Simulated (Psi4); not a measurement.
# SiH2O2 (SMILES O[Si]O): r2SCAN/aug-cc-pVDZ

What is the vertical ionisation energy of SiH2O2 at r2SCAN/aug-cc-pVDZ? 

The calculation is run with Psi4 1.11.

1 further run of the same task is left out (set aside as unsound or not needed).

## Step 1: Starting point

SiH2O2: 5 atoms, total charge 0, spin state singlet. SMILES: `O[Si]O`. The shape is that of a PBE0-D4/def2-TZVP optimisation. This is one conformer, not always the lowest.

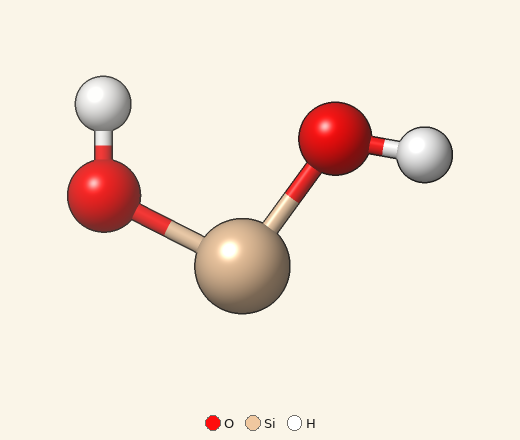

Viewed from a chosen angle; oxygen red, silicon light orange, hydrogen white.

## Step 2: Energy and gradient at r2SCAN/aug-cc-pVDZ

job.inp reads:

```
memory 2200 mb

molecule {
  0 1
  O     -1.443200    -0.105600    -0.275000
  Si    -0.212000    -0.791300     0.567700
  O      1.036000     0.187500     0.068600
  H     -1.231900     0.648900    -0.836100
  H      1.901100    -0.013100     0.433400
  symmetry c1
}

set basis aug-cc-pVDZ
set puream true
set e_convergence 1e-09
set d_convergence 1e-08
set scf_type pk
set dft_radial_points 99
set dft_spherical_points 590

result, w = gradient('r2scan', return_wfn=True)
oeprop(w, 'WIBERG_LOWDIN_INDICES', 'LOWDIN_CHARGES', 'QUADRUPOLE')
```

Command:

```sh
$ psi4 -i job.inp -o job.out -n 1
```

job.out:

```text
[...]
  Running in c1 symmetry.
[...]
  Nuclear repulsion =  103.646253627355790
[...]
  Multiplicity = 1
[...]
  Nalpha       = 16
  Nbeta        = 16
[...]
    Number of basis functions: 91
[...]
   @RKS iter   1:  -440.72414069132793   -1.68525e-01   1.12067e-02 ADIIS/DIIS
[...]
   @RKS iter  12:  -441.12213521092508   -2.84217e-13   2.36125e-09 DIIS
[...]
    Orbital Energies [Eh]
    ---------------------
    Doubly Occupied:
       1A    -65.885693     2A    -18.995133     3A    -18.988301
       4A     -5.244276     5A     -3.589142     6A     -3.586933
       7A     -3.582574     8A     -0.999541     9A     -0.973309
      10A     -0.539875    11A     -0.498459    12A     -0.379135
      13A     -0.349519    14A     -0.340030    15A     -0.308137
      16A     -0.229649
[...]
  @RKS Final Energy:  -441.12213521092508
   => Energetics <=
    Nuclear Repulsion Energy =            103.6462536273557902
    One-Electron Energy =                -815.6920088114675309
    Two-Electron Energy =                 309.6889250029627760
    DFT Exchange-Correlation Energy =     -38.7653050297761013
    Empirical Dispersion Energy =           0.0000000000000000
    VV10 Nonlocal Energy =                  0.0000000000000000
    Total Energy =                       -441.1221352109250802
[...]
  -Total Gradient:
     Atom            X                  Y                   Z
    ------   -----------------  -----------------  -----------------
       1        0.020204796768    -0.007551100191     0.010846890434
       2       -0.000719423109     0.027086471618    -0.022076505538
       3       -0.013858114760    -0.016177053639     0.009837541780
       4       -0.001157178289    -0.004305465638     0.003203616019
       5       -0.004462168242     0.000792202695    -0.001684406421
[...]
 Multipole Moments:
 ------------------------------------------------------------------------------------
     Multipole            Electronic (a.u.)      Nuclear  (a.u.)        Total (a.u.)
 ------------------------------------------------------------------------------------
 L = 1.  Multiply by 2.5417464519 to convert [e a0] to [Debye]
 Dipole X            :         -0.3250555            0.9827718            0.6577163
 Dipole Y            :         -0.9051667            1.2000747            0.2949081
 Dipole Z            :          0.6558270           -0.7406014           -0.0847744
 Magnitude           :                                                    0.7257742
 L = 2.  Multiply by 1.3450342976 to convert [e a0^2] to [Debye ang]
 Quadrupole XX       :       -124.2902296          107.3233729          -16.9668567
 Quadrupole XY       :        -10.5598530            9.3147844           -1.2450685
[...]
```

Run time: 27 s. Hardware: 1 thread of Intel Xeon 6975P-C (Granite Rapids), shared host; peak memory 1.3 GiB.

## Step 3: The doublet cation

h2o2si.xyz reads:

```xyz
5
H2O2Si
O     -1.443200    -0.105600    -0.275000
Si    -0.212000    -0.791300     0.567700
O      1.036000     0.187500     0.068600
H     -1.231900     0.648900    -0.836100
H      1.901100    -0.013100     0.433400
```

job.py reads:

```python
import psi4

psi4.set_memory(2200000000)
psi4.set_num_threads(1)
psi4.set_output_file('output.dat', False)

with open('h2o2si.xyz') as f:
    atoms = ''.join(f.readlines()[2:])
molecule = psi4.geometry('1 2\n' + atoms + 'symmetry c1')

psi4.set_options({
    'basis': 'aug-cc-pVDZ',
    'reference': 'uks',
    'puream': True,
    'e_convergence': 1e-09,
    'd_convergence': 1e-08,
    'scf_type': 'pk',
    'dft_radial_points': 99,
    'dft_spherical_points': 590,
    'maxiter': 100,
})

result, w = psi4.gradient("R2SCAN", molecule=molecule, return_wfn=True)
print('gradient / Eh bohr^-1')
print(result.np.round(6))
print(f'energy = {w.energy():.10f} Eh')
```

Command:

```sh
$ python job.py
```

output.dat:

```text
[...]
  Running in c1 symmetry.
[...]
  Nuclear repulsion =  103.646253627355790
[...]
  Multiplicity = 2
[...]
  Nalpha       = 16
  Nbeta        = 15
[...]
    Number of basis functions: 91
[...]
   @UKS iter   1:  -440.39834666481875    1.57269e-01   1.06885e-02 ADIIS/DIIS
[...]
   @UKS iter  14:  -440.77596022105729   -1.76215e-12   3.51017e-09 DIIS
[...]
   @S^2 Observed:                7.559882249E-01
[...]
    Orbital Energies [Eh]
    ---------------------
    Alpha Occupied:
       1A    -66.229924     2A    -19.272024     3A    -19.241078
       4A     -5.581874     5A     -3.927272     6A     -3.925296
       7A     -3.922887     8A     -1.261980     9A     -1.225110
      10A     -0.802574    11A     -0.751508    12A     -0.655537
      13A     -0.602181    14A     -0.580881    15A     -0.553126
      16A     -0.551206
    Alpha Virtual:
      17A     -0.351482    18A     -0.256564    19A     -0.198008
      20A     -0.140622    21A     -0.116406    22A     -0.090594
      23A     -0.084147    24A     -0.055267    25A     -0.047287
[...]
  @UKS Final Energy:  -440.77596022105729
   => Energetics <=
    Nuclear Repulsion Energy =            103.6462536273557902
    One-Electron Energy =                -806.6580714916831312
    Two-Electron Energy =                 300.7094986457207142
    DFT Exchange-Correlation Energy =     -38.4736410024506981
    Empirical Dispersion Energy =           0.0000000000000000
    VV10 Nonlocal Energy =                  0.0000000000000000
    Total Energy =                       -440.7759602210572893
[...]
 Multipole Moments:
 ------------------------------------------------------------------------------------
     Multipole            Electronic (a.u.)      Nuclear  (a.u.)        Total (a.u.)
 ------------------------------------------------------------------------------------
 L = 1.  Multiply by 2.5417464519 to convert [e a0] to [Debye]
 Dipole X            :         -0.2034746            0.9827718            0.7792972
 Dipole Y            :         -1.7472076            1.2000747           -0.5471329
 Dipole Z            :          1.3651216           -0.7406014            0.6245201
 Magnitude           :                                                    1.1387203
[...]
  -Total Gradient:
     Atom            X                  Y                   Z
    ------   -----------------  -----------------  -----------------
       1        0.011481151634     0.027808043634    -0.019795866567
       2        0.007849037705    -0.036048440910     0.030980204688
       3        0.004042188518     0.020101004960    -0.015304296924
       4       -0.004033241946    -0.008105709534     0.005612089923
       5       -0.019381899177    -0.003815317324    -0.001453261956
[...]
```

Standard output:

```text
gradient / Eh bohr^-1
[[ 0.011481  0.027808 -0.019796]
 [ 0.007849 -0.036048  0.03098 ]
 [ 0.004042  0.020101 -0.015304]
 [-0.004033 -0.008106  0.005612]
 [-0.019382 -0.003815 -0.001453]]
energy = -440.7759602211 Eh
```

Wall time 43 s (1 thread of Intel Xeon 6975P-C (Granite Rapids), shared host); peak memory 1.3 GiB.

## Step 4: What came out

At r2SCAN/aug-cc-pVDZ:

```
                                          quantity          value
                      singlet SiH2O2: total energy  -441.12214 Eh
                     singlet SiH2O2: dipole moment         1.84 D
                       singlet SiH2O2: HOMO energy       -6.25 eV
                       singlet SiH2O2: LUMO energy       -1.92 eV
                     singlet SiH2O2: HOMO–LUMO gap        4.33 eV
          singlet SiH2O2: largest force on an atom     1.797 eV/Å
                      doublet cation: total energy  -440.77596 Eh
doublet cation: HOMO energy (highest over α and β)      -15.00 eV
 doublet cation: LUMO energy (lowest over α and β)      -12.31 eV
                              doublet cation: ⟨S²⟩          0.756
          doublet cation: largest force on an atom     2.477 eV/Å
vertical ionisation energy (to the doublet cation)       9.420 eV
```

Removing an electron at fixed nuclei costs 9.42 eV (217 kcal/mol). The largest force (singlet SiH2O2) is 1.80 eV/Å: the shape isn't a stationary point for this species at this level. −ε(HOMO) before ionisation, 6.25 eV, is 3.17 eV below this ionisation energy.
